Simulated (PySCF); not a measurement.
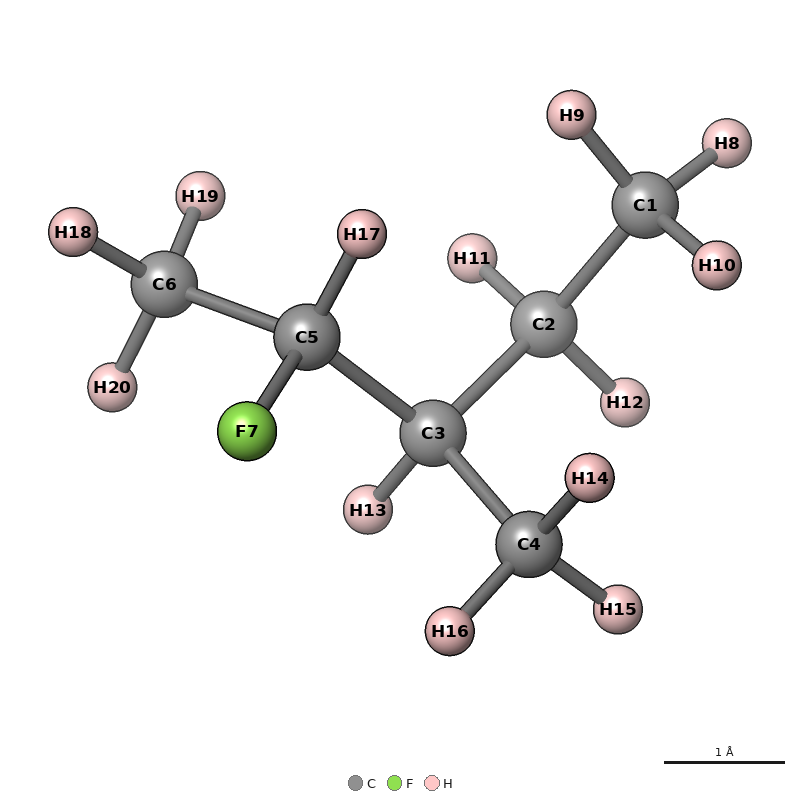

Orthographic view. Atoms fade into the background with distance from the viewer. Geometry: an image of a reaction path computed with GFN2-xTB, not a minimum.

Write a MOL file (V2000) with the atoms in numerical order, bonds sorted by atom number with the orders drawn, and coordinates in the frame of the picture: x right, y up, z towards the viewer, origin at the mean position.

```
C6H13F
                    3D

 20 19  0  0  0  0  0  0  0  0999 V2000
    1.7300    1.2200   -0.2000 C   0  0  0  0  0  0  0  0  0  0  0  0
    0.8900    0.2200   -1.0000 C   0  0  0  0  0  0  0  0  0  0  0  0
   -0.0400   -0.6900   -0.1700 C   0  0  1  0  0  0  0  0  0  0  0  0
    0.7600   -1.6100    0.7500 C   0  0  0  0  0  0  0  0  0  0  0  0
   -1.0900    0.1200    0.6200 C   0  0  1  0  0  0  0  0  0  0  0  0
   -2.2800    0.5600   -0.2200 C   0  0  0  0  0  0  0  0  0  0  0  0
   -1.5900   -0.6700    1.6500 F   0  0  0  0  0  0  0  0  0  0  0  0
    2.4100    1.7300   -0.8800 H   0  0  0  0  0  0  0  0  0  0  0  0
    1.1200    1.9700    0.2800 H   0  0  0  0  0  0  0  0  0  0  0  0
    2.3300    0.7100    0.5500 H   0  0  0  0  0  0  0  0  0  0  0  0
    0.2900    0.7700   -1.7300 H   0  0  0  0  0  0  0  0  0  0  0  0
    1.5600   -0.4300   -1.5600 H   0  0  0  0  0  0  0  0  0  0  0  0
   -0.5800   -1.3200   -0.8800 H   0  0  0  0  0  0  0  0  0  0  0  0
    1.2700   -1.0600    1.5300 H   0  0  0  0  0  0  0  0  0  0  0  0
    1.5000   -2.1500    0.1600 H   0  0  0  0  0  0  0  0  0  0  0  0
    0.1000   -2.3400    1.2200 H   0  0  0  0  0  0  0  0  0  0  0  0
   -0.6300    0.9800    1.1200 H   0  0  0  0  0  0  0  0  0  0  0  0
   -3.0400    0.9900    0.4200 H   0  0  0  0  0  0  0  0  0  0  0  0
   -1.9800    1.2900   -0.9600 H   0  0  0  0  0  0  0  0  0  0  0  0
   -2.7100   -0.3000   -0.7300 H   0  0  0  0  0  0  0  0  0  0  0  0
  1  2  1  0
  1  8  1  0
  1  9  1  0
  1 10  1  0
  2  3  1  0
  2 11  1  0
  2 12  1  0
  3  4  1  0
  3  5  1  0
  3 13  1  0
  4 14  1  0
  4 15  1  0
  4 16  1  0
  5  6  1  0
  5  7  1  0
  5 17  1  0
  6 18  1  0
  6 19  1  0
  6 20  1  0
M  END
```
